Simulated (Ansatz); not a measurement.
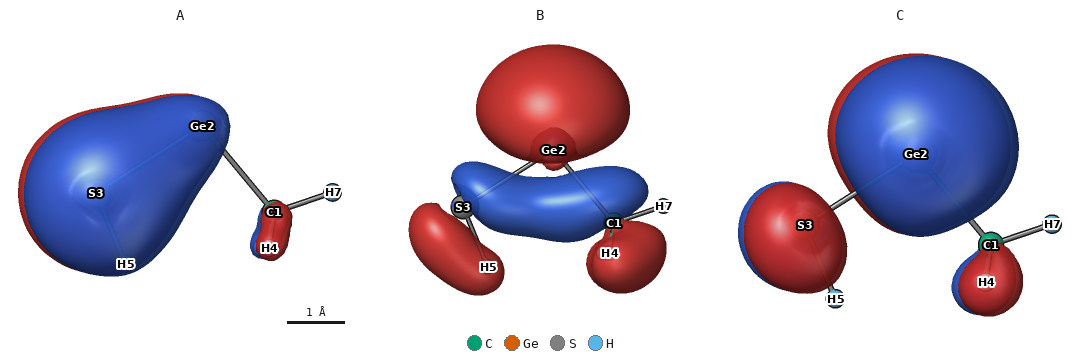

The picture shows: CH4GeS (SMILES [CH3][Ge]#[SH]). Three frontier orbitals at ±0.08 Å⁻³ᐟ² (blue and red are the two phases), in no order.

Geometry: r2SCAN-D4/def2-SVP.

Computed with isolated molecule in a Gaussian basis; Kohn-Sham density functional theory, functional PBE0 (Ansatz 0.2.0).

```yaml
atoms:
  - { symbol: C, position_ang: [0.0840, -1.0271, 0.2057] }
  - { symbol: Ge, position_ang: [0.5656, 0.8473, -0.3088] }
  - { symbol: S, position_ang: [-1.4054, 1.7982, 0.1925] }
  - { symbol: H, position_ang: [-0.1902, -1.0722, 1.2738] }
  - { symbol: H, position_ang: [-2.0847, 0.7084, 0.6271] }
  - { symbol: H, position_ang: [-0.7838, -1.3782, -0.3786] }
  - { symbol: H, position_ang: [0.9259, -1.7152, 0.0315] }
```

### Which picture is the HOMO−1, the HOMO and the LUMO?

A is the HOMO−1 (−7.79 eV). By Hirshfeld shares it lies mainly on S3 (about 80 %) and Ge2 (about 15 %); largely a lone pair of S3. B is the HOMO (−6.79 eV). It lies mainly on Ge2 (about 65 %), C1 (about 15 %) and S3 (about 10 %). C is the LUMO (−2.32 eV). It lies mainly on Ge2 (about 75 %) and S3 (about 15 %).

### What is the HOMO–LUMO gap?

4.47 eV between the orbital energies.
